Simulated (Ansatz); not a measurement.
# A computed series for SiC: response to strain

Base system: SiC in the wurtzite structure (space group P6_3mc, No. 186; a = 3.092 Å, c = 5.074 Å).

Strains are applied to the cell and any free atomic positions relax.

Computed with PBE in Ansatz (plane waves to 420 eV, PAW, no spin-orbit coupling).

Notes on the quantities. pressure: mean of the normal stresses, compression positive.

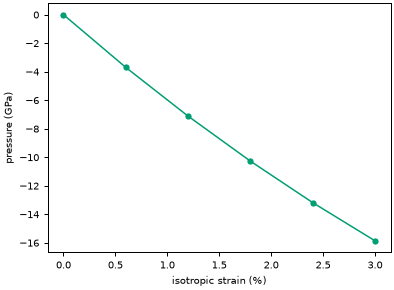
*Pressure against isotropic strain*

```
isotropic strain (%)    pressure
--------------------  ----------
0.6                    -3.70 GPa
1.2                    -7.11 GPa
1.8                   -10.27 GPa
2.4                   -13.18 GPa
3                     -15.86 GPa
```

Whether these cells are dynamically stable was not tested.

Ansatz is a quantum-chemistry and plane-wave program.
